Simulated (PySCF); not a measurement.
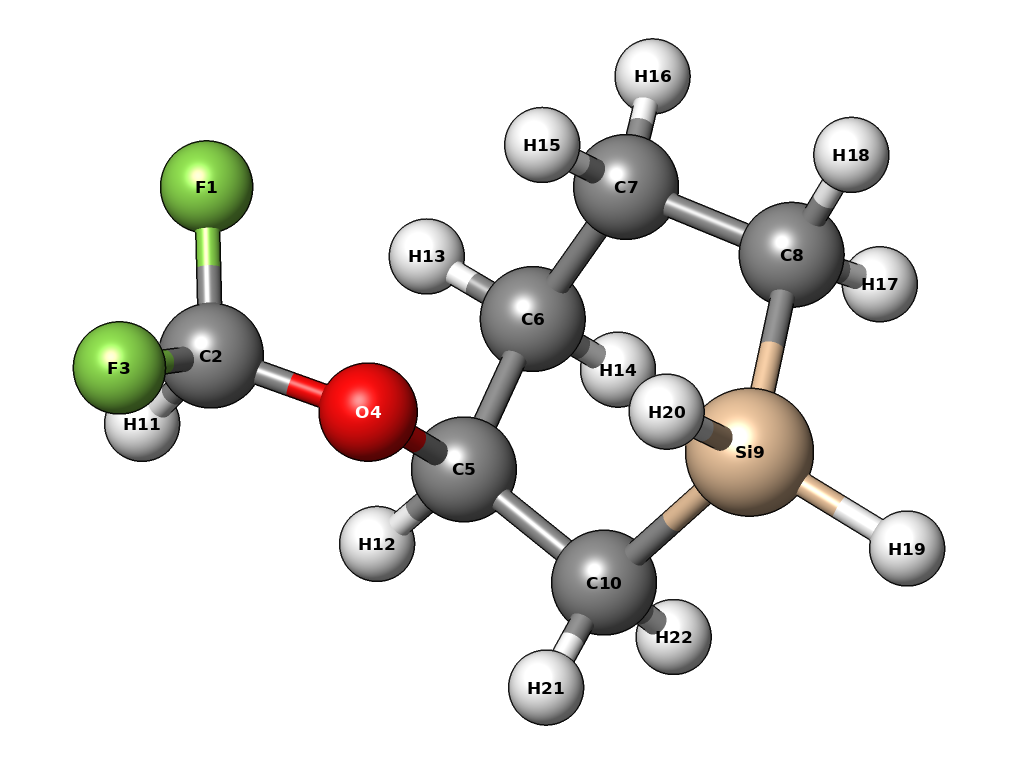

Every bond is drawn as one stick. The computed structure is the end point of a GFN2-xTB optimisation. No frequency run is at hand to confirm it as a minimum. Method: PBE0/pcSseg-1 (PySCF 2.14.0).

List the Mayer bond orders of F1–C2, C2–F3, C2–O4, O4–C5, C5–C6, C5–C10, C6–C7, C7–C8, C8–Si9, Si9–C10 (bonds between heavy atoms, one of each equivalent set).

```csv
bond,Mayer order,length (Å)
F1–C2,0.94,1.367
C2–F3,1.01,1.344
C2–O4,1.08,1.334
O4–C5,0.82,1.438
C5–C6,1.02,1.533
C5–C10,1.04,1.519
C6–C7,1.02,1.528
C7–C8,1.03,1.527
C8–Si9,0.92,1.901
Si9–C10,0.88,1.904
```

The geometry is semi-empirical. Around Si such bond lengths and angles can be off by a tenth of an ångström or more and by several degrees, and values that hang on the shape move with them.
